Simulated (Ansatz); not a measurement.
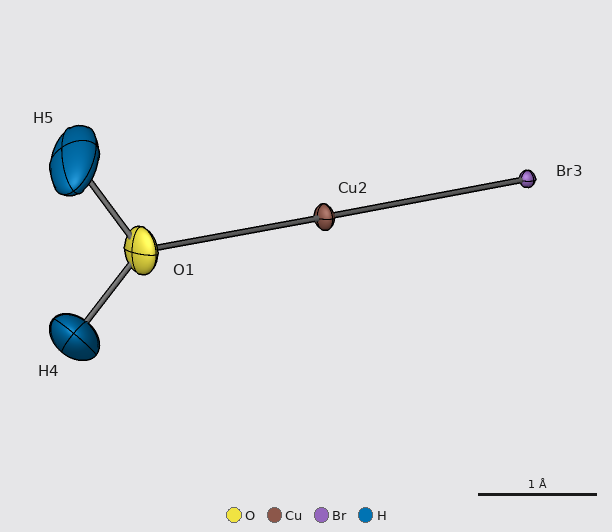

Displacement ellipsoids at the 50 % level, from the internal vibrations of the free molecule (harmonic, no overall translation or rotation; no half-axis is drawn under 0.075 Å). Charge 0, singlet. Vibrations computed with RKS PBE0-D4/def2-TZVP (Ansatz 0.2.0). Temperature: 298 K.

Which atom moves most?

Answer. H4, H5, with U_eq = 0.0463 Å².

Does H4 move more along its bond or across it?

Answer. Across it: the root-mean-square amplitude is 0.140 Å along the bond and up to 0.321 Å across, since bending and torsion are softer than stretching.

List U_eq and the three principal root-mean-square amplitudes for each kind of atom.

```json
{"atom": "O1", "U_eq (Å²)": "0.0131", "rms amplitudes (Å)": "0.064, 0.130, 0.135"}
{"atom": "Cu2", "U_eq (Å²)": "0.0039", "rms amplitudes (Å)": "0.026, 0.074, 0.075"}
{"atom": "Br3", "U_eq (Å²)": "0.00078", "rms amplitudes (Å)": "0.026, 0.029, 0.029"}
{"atom": "H4, H5", "U_eq (Å²)": "0.0463", "rms amplitudes (Å)": "0.109, 0.155, 0.321"}
```
